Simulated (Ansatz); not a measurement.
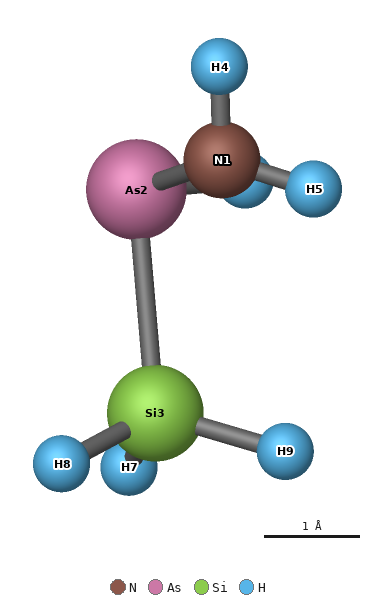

Fig. 1: The structure (ball-and-stick view, seen at an oblique angle; atoms are numbered from 1 in the order of the input).

# Two runs on SiAsNH6

System: SiAsNH6.
Method of run A: RKS SPW92 (LDA)/def2-TZVPP (Ansatz 0.2.0).

The geometry comes from this level: PBE0-D4/def2-TZVP. Text and figures count atoms from 1; the logs count them from 0 in places.

Input, run A:
```yaml
crystal:
  periodic: [false, false, false]
  atoms:
    - {symbol: N, position_ang: [-1.101086, 0.718983, -1.145642]}
    - {symbol: As, position_ang: [0.735085, 0.438144, -0.988942]}
    - {symbol: Si, position_ang: [0.557260, -1.064698, 0.828624]}
    - {symbol: H, position_ang: [-1.303717, 1.291361, -1.954264]}
    - {symbol: H, position_ang: [-1.525332, 1.144265, -0.332311]}
    - {symbol: H, position_ang: [1.144072, 1.592639, -0.059758]}
    - {symbol: H, position_ang: [1.889510, -1.194007, 1.477890]}
    - {symbol: H, position_ang: [0.123928, -2.393315, 0.326652]}
    - {symbol: H, position_ang: [-0.431220, -0.579672, 1.830649]}
basis:
  gaussian: {orbitals: def2-TZVPP}
hamiltonian: {xc: lda}
output: {orbitals: {seedname: orbitals}}
```

Hardware: 4 CPU threads, shared host.

Output (run A):
```
Functional definition: SPW92
  exchange = slater_x
  correlation = pw_c
1170 factors; their error is unknown
mean field evaluation 1: about -70163.0800 eV, gradient 7.3e1 eV
mean field evaluation 2: about -70098.9348 eV, gradient 1.5e2 eV
mean field evaluation 4: about -70172.6315 eV, gradient 1.2e1 eV
mean field evaluation 8: about -70173.0691 eV, gradient 3.2e-1 eV
mean field evaluation 16: about -70173.0442 eV, gradient 3.9e-4 eV
mean field -70173.04416635 eV, -2578.8118081157 hartree, gradient 2.7e-5 eV, S^2 0.000000; 0 other end points of the search recorded, 0 dependent functions left out
reference -70173.04420459 eV, -2578.8118095211 hartree; 30, 30 occupied and 175, 175 virtual orbitals, 1170 factors
Total energy: -70173.04420459 eV, -2578.8118095211 hartree
```

Run B used a changed input.

The two runs side by side:

| quantity | run A | run B |
| --- | --- | --- |
| outcome | converged | converged |
| total energy (hartree) | −2578.811810 | −2583.488053 |
| HOMO (eV) | −6.08 | −9.36 |
| LUMO (eV) | −1.36 | 1.68 |
| basis functions | 205 | 205 |
| wall time (shared host) | 0.7 s | 3.7 s |

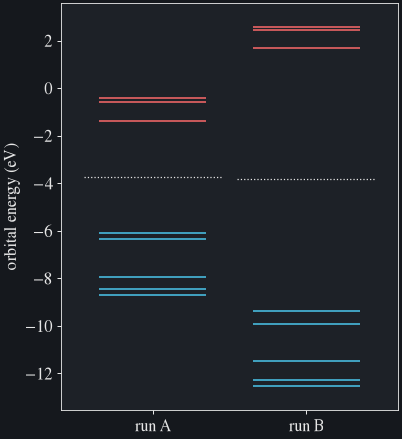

Fig. 2: The five highest filled and three lowest empty orbital energies of the two runs; the dotted lines part filled from empty levels. The HOMO–LUMO gap is 4.72 eV in run A and 11.04 eV in run B.

Which change of the input explains these differences?

The change (lines with − go, lines with + come):
```diff
-hamiltonian: {xc: lda}
+hamiltonian: {xc: {name: wB97X-V}}
```

The total energies belong to different methods, so their difference says nothing on which is more stable or more accurate. The HOMO goes from −6.08 to −9.36 eV. The LUMO goes from −1.36 to 1.68 eV.

Output (run B):
```
Functional definition: wB97X-V
  parameter omega = 0.3/bohr
  parameter cx = 0.167
  parameter cx1 = 0.603
  parameter cx2 = 1.194
  parameter css0 = 0.556
  parameter css1 = -0.257
  parameter cos0 = 1.219
  parameter cos1 = -1.850
  parameter b = 6.0
  parameter c = 0.01
  exchange = spin_sum(e_x_unif_sr(omega)*poly(b97_u_x, 1 - cx, cx1, cx2)) + cx*exact_x_sr(omega) + exact_x_lr(omega)
  correlation = spin_sum(e_c_pw_same_spin*poly(b97_u_same, css0, css1))
      + integral(e_c_pw_opposite_spin*poly(b97_u_opposite, cos0, cos1)) + vv10(b, c)
1209 factors; their error is unknown
269 factors; integrals over basis functions are off by at most 1.0e-5 eV
mean field evaluation 1: about -70296.3992 eV, gradient 4.5e1 eV
mean field evaluation 2: about -70295.9745 eV, gradient 4.7e1 eV
mean field evaluation 4: about -70300.1134 eV, gradient 6.5e-1 eV
mean field evaluation 8: about -70300.2912 eV, gradient 3.2e-1 eV
mean field evaluation 16: about -70300.2913 eV, gradient 2.0e-5 eV
mean field -70300.29127890 eV, -2583.4880532506 hartree, gradient 2.0e-5 eV, S^2 0.000000; 0 other end points of the search recorded, 0 dependent functions left out
reference -70300.29127687 eV, -2583.4880531761 hartree; 30, 30 occupied and 175, 175 virtual orbitals, 1209 factors
Total energy: -70300.29127687 eV, -2583.4880531761 hartree
```
